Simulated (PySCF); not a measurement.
```yaml
atoms:
  - { symbol: C, position_ang: [-0.3874, -1.0947, 1.3670] }
  - { symbol: O, position_ang: [-0.2326, -0.1454, 0.3291] }
  - { symbol: C, position_ang: [-1.1247, -0.3019, -0.7476] }
  - { symbol: C, position_ang: [-2.5297, 0.1344, -0.3959] }
  - { symbol: O, position_ang: [-3.5246, -0.2869, -0.9039] }
  - { symbol: Al, position_ang: [1.0535, 1.2586, 0.2435] }
  - { symbol: C, position_ang: [2.4191, 0.4505, -1.0536] }
  - { symbol: Cl, position_ang: [2.9481, -0.4778, 0.4015] }
  - { symbol: H, position_ang: [0.3354, -0.8218, 2.1357] }
  - { symbol: H, position_ang: [-1.3985, -1.0634, 1.7797] }
  - { symbol: H, position_ang: [-0.1693, -2.1019, 1.0019] }
  - { symbol: H, position_ang: [-0.7645, 0.3848, -1.5275] }
  - { symbol: H, position_ang: [-1.1108, -1.3269, -1.1375] }
  - { symbol: H, position_ang: [-2.5404, 0.9240, 0.3801] }
  - { symbol: H, position_ang: [1.2993, 1.4105, 1.7734] }
  - { symbol: H, position_ang: [0.1728, 2.3340, -0.4569] }
  - { symbol: H, position_ang: [3.2948, 1.0259, -1.3653] }
  - { symbol: H, position_ang: [2.2505, -0.2958, -1.8353] }
```

Geometry: GFN2-xTB.

The calculation used PySCF, PBE0/pcSseg-1, SCF density, gas phase, non-relativistic.

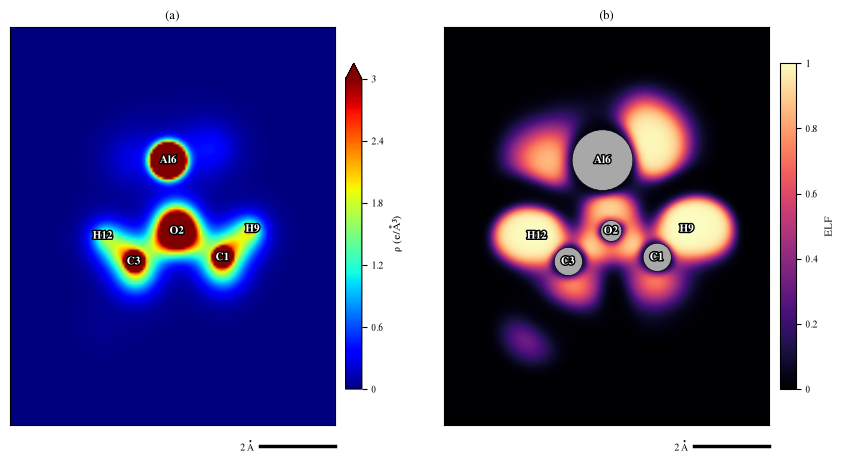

C₄H₁₀AlClO₂. (a) electron density; (b) ELF on the plane of atoms C1, O2 and Al6. Grey discs cover the atomic cores in the ELF map.

Q: Interpret the plot.

A:
- The section cuts through C, O, Al and H sites.
- Al–O (1.91 Å): ρ is about 0.49 e/Å³ halfway; the ELF peaks at about 0.90 in the valence shell of O, 0.6 Å from its nucleus, and is about 0.45 at the midpoint.
- C–H (1.09 Å): ρ at the midpoint is about 2.1 e/Å³; the ELF climbs to about 1 towards the hydrogen, as it does in any bond to H: a covalent bond by its length.
